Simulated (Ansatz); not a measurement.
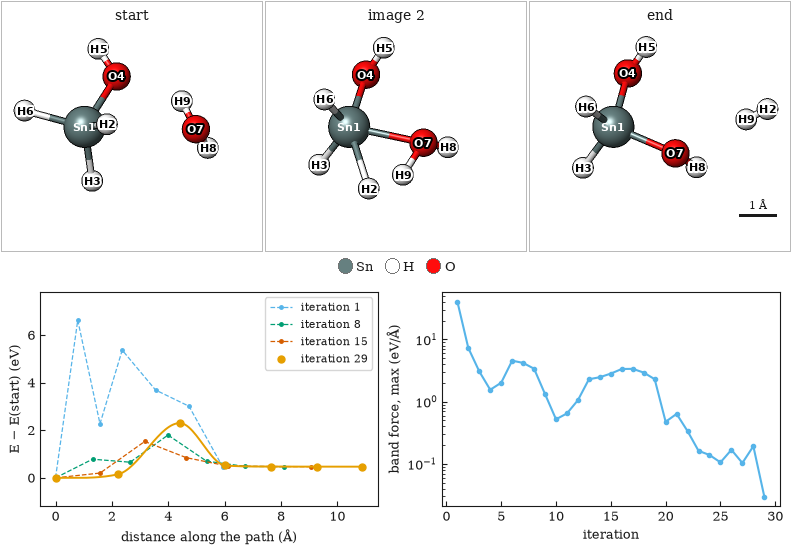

A nudged-elastic-band calculation for SnH6O2. Images are numbered from 0 (start) to 6 (end). The plot follows the band through its iterations. Style: ball-and-stick. Shown at a tilt.

The calculation used RHF/def2-SVP (Ansatz). Run with 5 movable images; climbing image; force threshold 0.03 eV/Å; iteration limit 60; starting path through a guess of the saddle point.

Question: How did the profile develop, and is the result final?

Answer: The result is final at these settings. The band converged in 29 iterations. The largest component of the band force went from 41 to 0.03 eV/Å. The climbing image converged on the top of the path. Its vibrational analysis gives one imaginary mode (1818i cm⁻¹), as a transition state must have. The first iteration put the highest image at 6.62 eV. Forward barrier 2.30 eV, backward barrier 1.83 eV, with image 2 at the top; the reaction energy is +0.47 eV.

Limits of the set-up: Hartree-Fock leaves out electron correlation.
